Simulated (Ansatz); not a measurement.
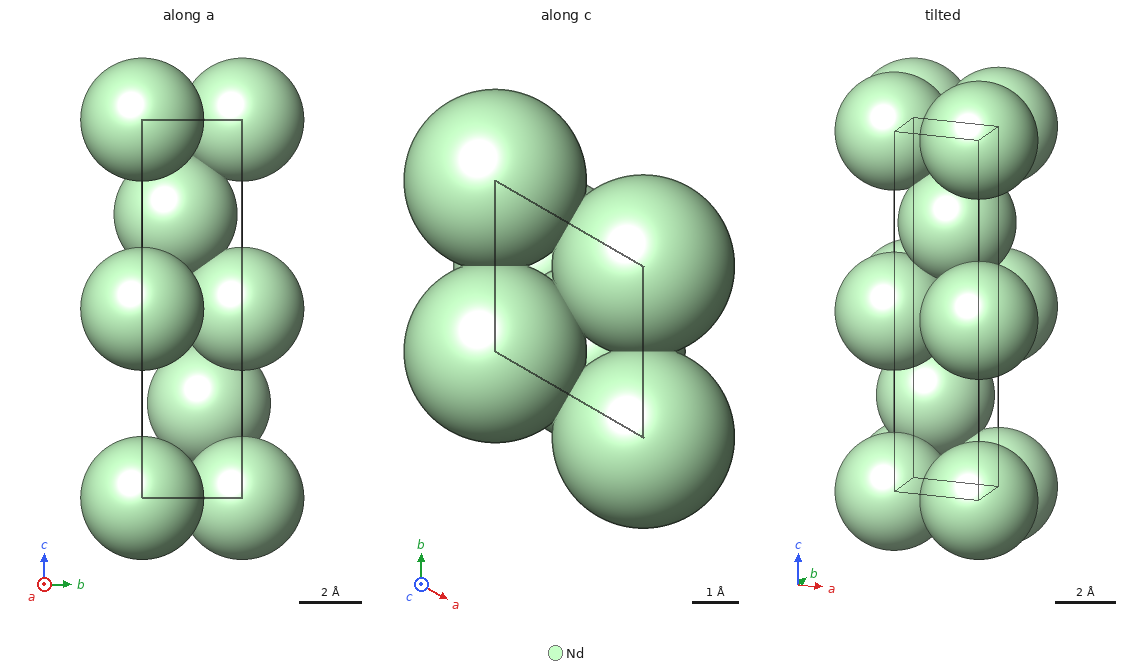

Space-filling drawing of the structure, looking along the a axis, along the c axis and slightly off an axis. The frame is the conventional unit cell; atoms at its boundary are shown with their periodic copies. Cell: a = 3.744 Å, b = 3.744 Å, c = 12.262 Å, α = 90.00°, β = 90.00°, γ = 120.00°.

- The element is neodymium.
- Its lattice is primitive hexagonal, its space group P6_3/mmc (No. 194).
- Its structure type: double hexagonal close-packed (α-La type).
- The cell holds four atoms.
- Around each Nd lie twelve Nd at about 3.7 Å.

It goes back to a structure type known for this element. Earlier steps of the study may have refined or changed the cell and positions. A calculation with Ansatz used it as input.

At this level of theory the cell isn't at rest (stretched, at -5 GPa), so its distances can differ from those at equilibrium, the more so the softer the solid.
